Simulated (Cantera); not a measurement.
A closed system holds: 1 mol SiC, 0.021 mol O2, 47 mol H2, equilibrated at 0.0100 bar.

These are equilibrium values from Cantera (NASA tables, ideal gas, pure condensed phases), not measurements of a reactor. Candidate condensed phases: C, C6H6, C7H8, C8H18, H2O, Si, SiC, SiO2; 123 gas species. Mutual solubility and eutectic melting of coexisting phases are not modelled. The tables hold silica as quartz up to 1696 K and as liquid above; real silica turns to tridymite and cristobalite and melts near 1996 K. Gases not in the tables: Si2H6 and higher silanes. Kinetics and transport are ignored.

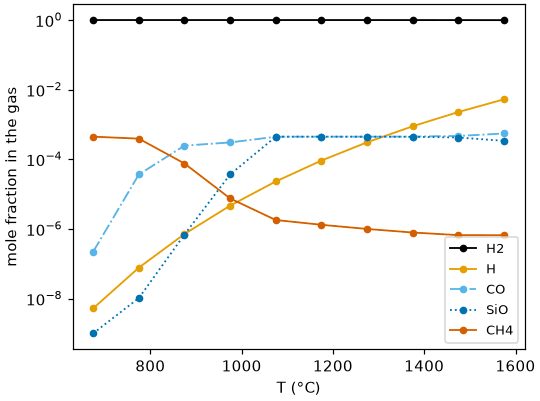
Fig. 1. Equilibrium gas composition (values under 1e-9 drawn at 1e-9)

From 675 °C to 975 °C the condensed part is SiC(s) + SiO2(β-quartz). From 1075 °C to 1575 °C the condensed part is SiC(s).
